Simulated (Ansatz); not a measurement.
# wB97M-V/STO-3G run of BCl3 (boron trichloride)

Aim: the electronic atomisation energy of BCl3 (boron trichloride) at wB97M-V/STO-3G, from 3 runs. 

The calculation is run with Ansatz 0.2.0.

37 further runs of the same task are left out: 4 that didn't finish, 33 set aside as unsound or not needed.

## Step 1: Starting point

The species is BCl3 (4 atoms), meant as a singlet with charge 0. SMILES: `ClB(Cl)Cl`. Geometry: relaxed at PBE0-D4/def2-TZVP.

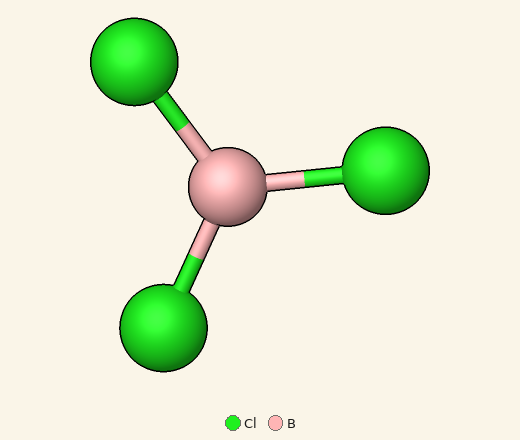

Viewed from a chosen angle; chlorine green, boron pink.

## Step 2: The energy at wB97M-V/STO-3G

Input file input.yaml:

```yaml
crystal:
  periodic: [false, false, false]
  atoms:
    - {symbol: Cl, position_ang: [-0.257920, 0.516440, 1.638340]}
    - {symbol: B, position_ang: [-0.000000, 0.000000, -0.000010]}
    - {symbol: Cl, position_ang: [0.942010, -1.423060, -0.324000]}
    - {symbol: Cl, position_ang: [-0.684100, 0.906610, -1.314320]}
basis:
  gaussian:
    orbitals: STO-3G
accuracy: high
hamiltonian:
  xc: {name: wB97M-V}
```

The run is started by

```
ansatz run input.yaml --threads 1 --pin off --max-ram 3480MiB --events-out events.jsonl --progress --plain --runs-dir runs
```

Standard output:

```text
Warning: RAYON_NUM_THREADS=1 ignored (pool sized by the plan → 1); use --threads N
Functional definition: wB97M-V
  name "wB97M-V"
  parameter omega = 0.3/bohr
  parameter cx = 0.15
  parameter cx01 = 1.007
  parameter cx10 = 0.259
  parameter css00 = 0.443
  parameter css04 = -1.437
  parameter css10 = -4.535
  parameter css20 = -3.390
  parameter css43 = 4.278
  parameter cos00 = 1.000
  parameter cos10 = 1.358
  parameter cos20 = 2.924
  parameter cos21 = -8.812
  parameter cos60 = -1.390
  parameter cos61 = 9.142
  parameter b = 6.0
  parameter c = 0.01
  gx(w, u) = 1 - cx + cx01*u + cx10*w
  gss(w, u) = css00 + css04*u^4 + css10*w + css20*w^2 + css43*w^4*u^3
  gos(w, u) = cos00 + cos10*w + (cos20 + cos21*u)*w^2 + (cos60 + cos61*u)*w^6
  exchange = spin_sum(e_x_unif_sr(omega)*gx(b97_w, b97_u_x)) + cx*exact_x_sr(omega) + exact_x_lr(omega)
  correlation = spin_sum(e_c_pw_mod_same_spin*gss(b97_w, b97_u_same))
      + integral(e_c_pw_mod_opposite_spin*gos(b97_w_opposite, b97_u_opposite)) + vv10(b, c)
603 factors; integrals over basis functions are off by at most 2.2e-8 eV
186 factors; integrals over basis functions are off by at most 8.6e-10 eV
mean field evaluation 1: about -37829.8348 eV, gradient 3.1e1 eV
mean field evaluation 2: about -37832.1693 eV, gradient 2.5e1 eV
mean field evaluation 4: about -37834.1386 eV, gradient 1.2e-1 eV
mean field evaluation 8: about -37834.1302 eV, gradient 2.7e-4 eV
mean field evaluation 16: about -37834.1302 eV, gradient 2.8e-8 eV
mean field -37834.13024702 eV, -1390.3786416833 hartree, gradient 2.8e-8 eV, S^2 0.000000; 0 other end points of the search recorded, 0 dependent functions left out
reference -37834.13024894 eV, -1390.3786417541 hartree; 28, 28 occupied and 4, 4 virtual orbitals, 603 factors
Total energy: -37834.13024894 eV, -1390.3786417541 hartree
```

It took 22 s on 1 thread of Arm Neoverse V2, shared host; peak memory 0.32 GiB.

## Step 3: The B atom

Input file molecule.yaml:

```yaml
crystal:
  periodic: [false, false, false]
  atoms:
    - {symbol: B, position_ang: [0.000000, 0.000000, 0.000000]}
basis:
  gaussian: {orbitals: STO-3G}
magnetization: {spin_polarized: true, initial_magnetization: 1}
hamiltonian: {xc: {name: wB97M-V}}
accuracy: high
```

Run the same way, it converges to -24.27434 Eh (log not shown).

## Step 4: The Cl atom

Input file job.yaml:

```yaml
basis:
  gaussian:
    orbitals: STO-3G
crystal:
  periodic: [false, false, false]
  atoms:
    - {symbol: Cl, position_ang: [0.000000, 0.000000, 0.000000]}
magnetization:
  spin_polarized: true
  initial_magnetization: 1
hamiltonian:
  xc: {name: wB97M-V}
accuracy: high
```

The run is started by

```
ansatz run job.yaml --threads 1 --pin off --max-ram 3480MiB --events-out events.jsonl --progress --plain --runs-dir runs
```

Standard output, cut to the lines that bear on the results:

```text
Warning: RAYON_NUM_THREADS=1 ignored (pool sized by the plan → 1); use --threads N
Functional definition: wB97M-V
  name "wB97M-V"
[...]
  gx(w, u) = 1 - cx + cx01*u + cx10*w
  gss(w, u) = css00 + css04*u^4 + css10*w + css20*w^2 + css43*w^4*u^3
  gos(w, u) = cos00 + cos10*w + (cos20 + cos21*u)*w^2 + (cos60 + cos61*u)*w^6
[...]
      + integral(e_c_pw_mod_opposite_spin*gos(b97_w_opposite, b97_u_opposite)) + vv10(b, c)
42 factors; integrals over basis functions are off by at most 4.6e-9 eV
23 factors; integrals over basis functions are off by at most 7.5e-10 eV
[...]
mean field -12385.79801620 eV, -455.1696816998 hartree, gradient 2.8e-9 eV, S^2 0.750000; 0 other end points of the search recorded, 0 dependent functions left out
reference -12385.79801725 eV, -455.1696817384 hartree; 9, 8 occupied and 0, 1 virtual orbitals, 42 factors
Total energy: -12385.79801725 eV, -455.1696817384 hartree
```

Run time: 2.3 s. Hardware: 1 thread of Arm Neoverse V2, shared host; peak memory 0.2 GiB.

## Step 5: Summary of results

At wB97M-V/STO-3G:

```
                     quantity           value
       molecule: total energy  -1390.37864 Eh
         B atom: total energy    -24.27434 Eh
                 B atom: ⟨S²⟩           0.750
        Cl atom: total energy   -455.16968 Eh
                Cl atom: ⟨S²⟩           0.750
electronic atomisation energy       16.198 eV
```

What this shows: Taking the molecule apart into free atoms costs 16.20 eV (374 kcal/mol), before zero-point energy and without spin-orbit coupling. In a minimal basis such a difference can be off by several eV, whatever the method.
